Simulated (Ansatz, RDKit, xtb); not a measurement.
**Isomers of C3H6O2Si, a sample narrowed down, part 1 of 2**

A sample of isomers of C3H6O2Si is drawn. Aim: find which of them has the lowest free energy at 298.15 K, then its properties. The sample is small against all isomers, and the most stable one of this formula need not be in it.

Plan: many cheap relaxations first (GFN2-xTB), then density-functional screening, relaxation at B3LYP-D3(BJ)/def2-SVP, vibrations (at GFN2-xTB) and a final energy. The numbers are computed, not measured.

### Step 1. Possible bonding patterns

Isomers were taken from a list of plausible structures; this is a sample, not all of them. That gives 3 candidates.

```tsv
label	SMILES	spin
c187	O=C[C@@H]1O[C@H]1[SiH3]	singlet
c204	O=C[C@@H]1O[C@@H]1[SiH3]	singlet
c702	O=C[C@@]1([SiH3])CO1	singlet
```

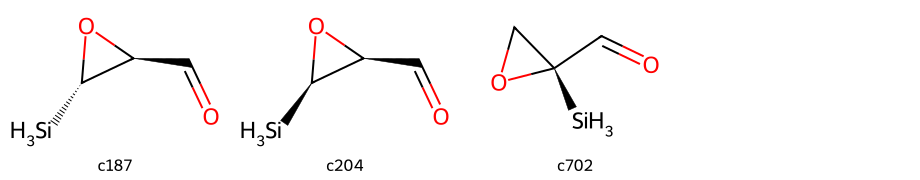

Structural formulas of the candidates.

Candidates are built by distance geometry, with a force field where one applies, in up to four conformers (letters a to d).

### Step 2. First filter: tight binding

All 3 starts are relaxed the same way. One of them, c204a (taken from a list of positional isomers, embedded by distance geometry and MMFF94), in full:

File start.xyz:

```xyz
12
c204a
C     -1.089765    -2.064166    -0.633316
C      0.216637    -1.516560    -0.061190
C      1.407842    -1.263297    -0.914221
O     -1.246844    -3.231573    -0.665781
O      0.489463    -0.170993    -0.519274
Si     1.497596    -1.691927    -2.737352
H     -1.849028    -1.298181    -0.911967
H      0.382751    -1.718254     0.978002
H      2.396206    -1.240144    -0.461719
H      1.946887    -3.110082    -2.880310
H      0.118947    -1.588874    -3.358339
H      2.406900    -0.790783    -3.470804
```

Run with:

```
$ xtb start.xyz --gfn 2 --opt
```

Output, shortened:

```text
* xtb version 6.7.1
[...]
          :  # basis functions                  36          :
[...]
          :  # electrons                        34          :
[...]
          :  Hamiltonian                  GFN2-xTB          :
[...]
          :  net charge                          0          :
          :  unpaired electrons                  0          :
[...]
   *** convergence criteria satisfied after 12 iterations ***
[...]
   *** GEOMETRY OPTIMIZATION CONVERGED AFTER 33 ITERATIONS ***
[...]
   *** convergence criteria satisfied after 3 iterations ***
[...]
         ::                     SUMMARY                     ::
         :::::::::::::::::::::::::::::::::::::::::::::::::::::
         :: total energy             -19.284989068694 Eh    ::
         :: gradient norm              0.000411624099 Eh/a0 ::
         :: HOMO-LUMO gap              3.463484050733 eV    ::
         ::.................................................::
         :: SCC energy               -19.465805057176 Eh    ::
         :: -> isotropic ES            0.050341490115 Eh    ::
         :: -> anisotropic ES          0.001229965962 Eh    ::
         :: -> anisotropic XC          0.000190667075 Eh    ::
         :: -> dispersion             -0.007594012798 Eh    ::
         :: repulsion energy           0.180815988483 Eh    ::
         :: add. restraining           0.000000000000 Eh    ::
         :: total charge               0.000000000000 e     ::
         :::::::::::::::::::::::::::::::::::::::::::::::::::::
[...]
        17        2.0000           -0.4143667             -11.2755 (HOMO)
        18                         -0.2870860              -7.8120 (LUMO)
[...]
     #   Z          covCN         q      C6AA      α(0)
     1   6          2.757     0.198    23.774     7.985
     2   6          3.736     0.088    19.201     6.253
     3   6          3.629    -0.005    21.081     6.612
     4   8          0.856    -0.311    19.986     5.994
     5   8          1.704    -0.324    19.416     5.949
     6  14          3.636     0.445    99.027    19.087
     7   1          0.922     0.038     2.476     2.461
     8   1          0.925     0.054     2.274     2.358
     9   1          0.925     0.028     2.619     2.531
    10   1          0.918    -0.077     4.823     3.435
    11   1          0.919    -0.060     4.357     3.265
    12   1          0.918    -0.073     4.709     3.394
[...]
     #   Z sym  total        # sym  WBO       # sym  WBO       # sym  WBO
 ---------------------------------------------------------------------------
     1   6      3.923 --     4      1.909     2      1.029     7      0.924
     2   6      3.913 --     1      1.029     8      0.956     5      0.937
                             3      0.922
     3   6      3.845 --     9      0.976     5      0.957     2      0.922
                             6      0.837
     4   8      2.102 --     1      1.909
     5   8      1.999 --     3      0.957     2      0.937
     6  14      3.584 --    11      0.904    12      0.903    10      0.901
                             3      0.837
     7   1      0.999 --     1      0.924
     8   1      0.997 --     2      0.956
     9   1      0.999 --     3      0.976
    10   1      0.994 --     6      0.901
[...]
molecular dipole:
                 x           y           z       tot (Debye)
 q only:        0.907      -0.054      -0.969
   full:        0.930       0.200      -0.638       2.912
molecular quadrupole (traceless):
[...]
          | TOTAL ENERGY              -19.284989068694 Eh   |
          | GRADIENT NORM               0.000411624099 Eh/α |
          | HOMO-LUMO GAP               3.463484050733 eV   |
           -------------------------------------------------
[...]
```

It took 0.14 s on 2 threads of Arm Neoverse V2, shared host.

### Step 3. The minima found

3 of the 3 relaxations converged. 3 distinct structures remain:

```tsv
label	start	SMILES after	spin	energy (kcal/mol)
c702a	drawn	O=C[C@@]1([SiH3])CO1	singlet	0.0
c187a	drawn	O=C[C@@H]1O[C@H]1[SiH3]	singlet	2.1
c204a	drawn	O=C[C@@H]1O[C@@H]1[SiH3]	singlet	3.0
```

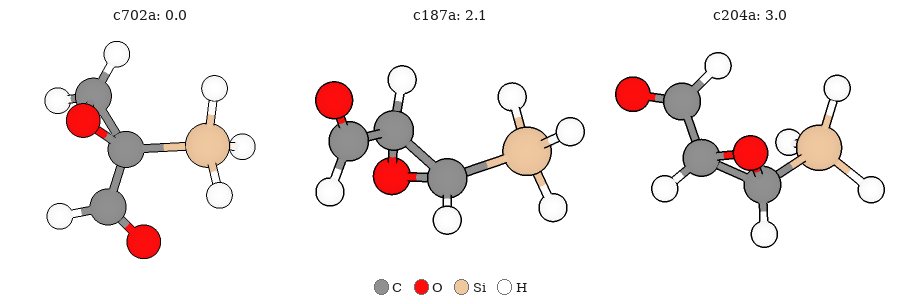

The 3 lowest minima that did not fall apart, with their GFN2-xTB energies in kcal/mol.

### Step 4. Second filter: single points

A choice of the minima (the low ones first, few conformers of a pattern, up to a cap) and the lowest that fell apart get a single point at r2SCAN-D4/def2-SVP on the tight-binding geometry, and one at HF/STO-3G for comparison. The lowest singlets are also tried as triplets at the same geometry (label ending in t). The first, c702a:

File input.yaml:

```yaml
crystal:
  periodic: [false, false, false]
  atoms:
    - symbol: C
      position_ang: [1.453004, -2.974856, -1.374197]
    - symbol: C
      position_ang: [0.512458, -1.877410, -1.083314]
    - symbol: C
      position_ang: [-0.930641, -2.180100, -1.175321]
    - symbol: O
      position_ang: [2.400022, -2.823922, -2.100199]
    - symbol: O
      position_ang: [-0.310398, -2.051456, 0.052706]
    - symbol: Si
      position_ang: [1.187554, -0.138959, -1.475561]
    - symbol: H
      position_ang: [1.243857, -3.937830, -0.871382]
    - symbol: H
      position_ang: [2.463237, 0.000575, -0.783908]
    - symbol: H
      position_ang: [0.187847, 0.800810, -0.968232]
    - symbol: H
      position_ang: [1.307935, -0.045352, -2.927069]
    - symbol: H
      position_ang: [-1.252353, -3.181168, -1.446341]
    - symbol: H
      position_ang: [-1.605747, -1.382372, -1.464732]
basis:
  gaussian:
    orbitals: def2-SVP
hamiltonian:
  xc: r2scan
  dispersion: d4
scf:
  lower_state_search: off
output: {orbitals: {seedname: orbitals}}
```

Run with:

```
$ ansatz run input.yaml --threads 2 --pin off --max-ram 5220MiB --events-out events.jsonl --progress --plain --runs-dir runs
```

Output, shortened:

```text
Warning: RAYON_NUM_THREADS=2 ignored (pool sized by the plan → 2); use --threads N
Functional definition: r2SCAN
  name "r2SCAN"
[...]
1304 factors; their error is unknown
[...]
mean field -15165.79680341 eV, -557.3327527792 hartree, gradient 6.3e-6 eV, S^2 0.000000; 0 other end points of the search recorded, 0 dependent functions left out
reference -15165.79681310 eV, -557.3327531353 hartree; 27, 27 occupied and 91, 91 virtual orbitals, 1304 factors
Total energy: -15165.86535841 eV, -557.3352721288 hartree
Checks for a lower state left out: stability, starts, cluster_reference, orbital_swaps, neighbouring_geometries, increment
```

It took 2.5 s on 2 threads of Arm Neoverse V2, shared host; peak memory 0.14 GiB.

Relative energies in kcal/mol, each column from its lowest structure that stays in one piece:

```tsv
label	SMILES	spin	GFN2-xTB	HF/STO-3G	r2SCAN-D4/def2-SVP
c702a	O=C[C@@]1([SiH3])CO1	singlet	0.0	0.2	0.0
c187a	O=C[C@@H]1O[C@H]1[SiH3]	singlet	2.1	0.0	2.0
c204a	O=C[C@@H]1O[C@@H]1[SiH3]	singlet	3.0	1.5	4.2
c702at	O=C[C@@]1([SiH3])CO1	triplet	–	–	79.5
c187at	O=C[C@@H]1O[C@H]1[SiH3]	triplet	–	–	80.7
```

### Step 5. Refinement at B3LYP-D3(BJ)/def2-SVP

3 candidates are relaxed at B3LYP-D3(BJ)/def2-SVP (chosen among the lowest in one piece). The first, c702a:

File input.yaml:

```yaml
crystal:
  periodic: [false, false, false]
  atoms:
    - {symbol: C, position_ang: [1.453004, -2.974856, -1.374197]}
    - {symbol: C, position_ang: [0.512458, -1.877410, -1.083314]}
    - {symbol: C, position_ang: [-0.930641, -2.180100, -1.175321]}
    - {symbol: O, position_ang: [2.400022, -2.823922, -2.100199]}
    - {symbol: O, position_ang: [-0.310398, -2.051456, 0.052706]}
    - {symbol: Si, position_ang: [1.187554, -0.138959, -1.475561]}
    - {symbol: H, position_ang: [1.243857, -3.937830, -0.871382]}
    - {symbol: H, position_ang: [2.463237, 0.000575, -0.783908]}
    - {symbol: H, position_ang: [0.187847, 0.800810, -0.968232]}
    - {symbol: H, position_ang: [1.307935, -0.045352, -2.927069]}
    - {symbol: H, position_ang: [-1.252353, -3.181168, -1.446341]}
    - {symbol: H, position_ang: [-1.605747, -1.382372, -1.464732]}
basis:
  gaussian: {orbitals: def2-SVP}
hamiltonian: {xc: {name: B3LYP}, dispersion: d3bj}
scf: {lower_state_search: off}
relax: {f_tol: 0.006}
```

Run with:

```
$ ansatz run input.yaml --threads 2 --pin off --max-ram 5220MiB --events-out events.jsonl --progress --plain --runs-dir runs
```

Output, shortened:

```text
Warning: RAYON_NUM_THREADS=2 ignored (pool sized by the plan → 2); use --threads N
[...]
Functional definition: B3LYP
  name "B3LYP"
[...]
1283 factors; integrals over basis functions are off by at most 6.5e-4 eV
[...]
mean field -15171.02693225 eV, -557.5249564690 hartree, gradient 4.0e-6 eV, S^2 0.000000; 0 other end points of the search recorded, 0 dependent functions left out
[...]
reference -15171.02717603 eV, -557.5249654277 hartree; 27, 27 occupied and 91, 91 virtual orbitals, 1283 factors
relax step   1: F+E_penalty+E_count = -15171.50703220 eV  Δ(F+E_penalty+E_count) = +0.000e0 eV  max|allowed force component| = 1.270e0 eV/Å  Δτ_max = 0.0000 Å  (16 SCF iters, accepted)
[...]
relax step   4: F+E_penalty+E_count = -15171.59021537 eV  Δ(F+E_penalty+E_count) = -1.161e-2 eV  max|allowed force component| = 2.882e-1 eV/Å  Δτ_max = 0.0253 Å  (20 SCF iters, accepted)
[...]
Atom 3 at     2.452709    -2.918088    -2.075711 Å, force    -0.000597     0.000594     0.000825 eV/Å
Atom 4 at    -0.239405    -2.064877     0.082273 Å, force    -0.001051     0.000765    -0.000204 eV/Å
Atom 5 at     1.178293    -0.124937    -1.491956 Å, force     0.000907    -0.000193     0.000057 eV/Å
Atom 6 at     1.134372    -3.996265    -0.950548 Å, force     0.000731     0.000172    -0.000201 eV/Å
Atom 7 at     2.420679     0.121082    -0.713719 Å, force    -0.000326     0.000143    -0.000182 eV/Å
Atom 8 at     0.107508     0.817390    -1.062552 Å, force     0.000270     0.000026    -0.000128 eV/Å
Atom 9 at     1.433951     0.039373    -2.947838 Å, force    -0.000354    -0.000028     0.000391 eV/Å
Atom 10 at    -1.260266    -3.198636    -1.398656 Å, force    -0.000508     0.000894    -0.000715 eV/Å
Atom 11 at    -1.627329    -1.378855    -1.385137 Å, force    -0.000560    -0.000787    -0.000222 eV/Å
Dipole moment:    -0.471434     0.007599    -0.099376 e Å
Checks for a lower state left out: stability, starts, cluster_reference, orbital_swaps, neighbouring_geometries, increment
```

Run time: 33 s. Hardware: 2 threads of Arm Neoverse V2, shared host; peak memory 0.24 GiB.

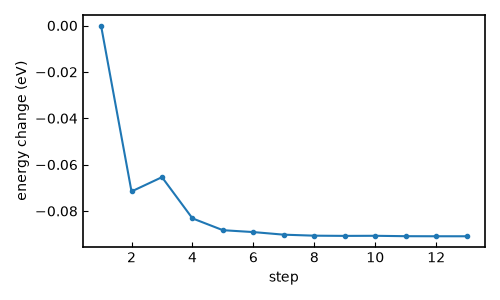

Energy along the run, all evaluated steps.

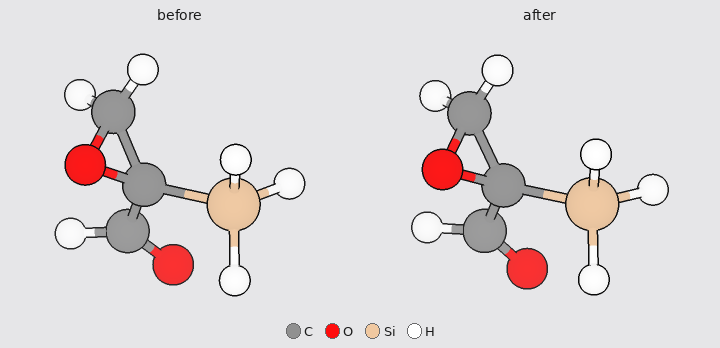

Before and after, at one scale.

After the run. Bond lengths: C1–C2 1.496 Å, C2–C3 1.490 Å, C1–O4 1.206 Å, C2–O5 1.446 Å, C3–O5 1.402 Å, C2–Si6 1.904 Å, C1–H7 1.122 Å, Si6–H8 1.487 Å, Si6–H9 1.490 Å, Si6–H10 1.487 Å, C3–H11 1.099 Å, C3–H12 1.098 Å. Some angles: C1–C2–C3 116.2°, C1–C2–O5 112.9°, C1–C2–Si6 117.4°, C3–C2–O5 57.0°, C3–C2–Si6 121.4°, O5–C2–Si6 117.4°, C2–C1–O4 123.2°, C2–C3–O5 59.9°, C2–O5–C3 63.1°, C2–C1–H7 114.3°.

### Step 6. The relaxed candidates

```tsv
label	spin	r2SCAN-D4/def2-SVP (kcal/mol)	B3LYP-D3(BJ)/def2-SVP, relaxed (kcal/mol)	time
c702a	singlet	0.0	0.0	33 s
c187a	singlet	2.0	1.9	36 s
c204a	singlet	4.2	3.5	46 s
```

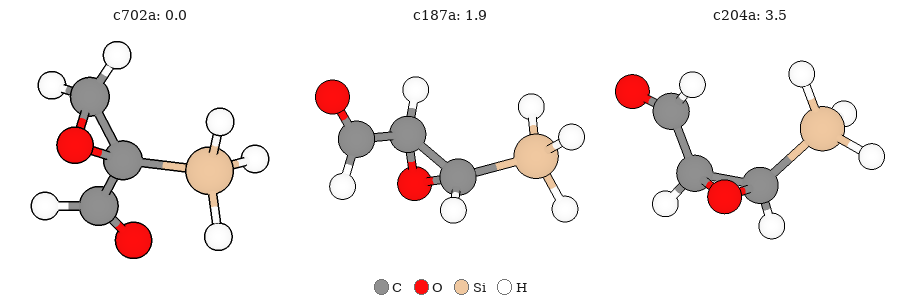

The relaxed structures, with energies at B3LYP-D3(BJ)/def2-SVP in kcal/mol.

(Continued in part 2 of 2.)
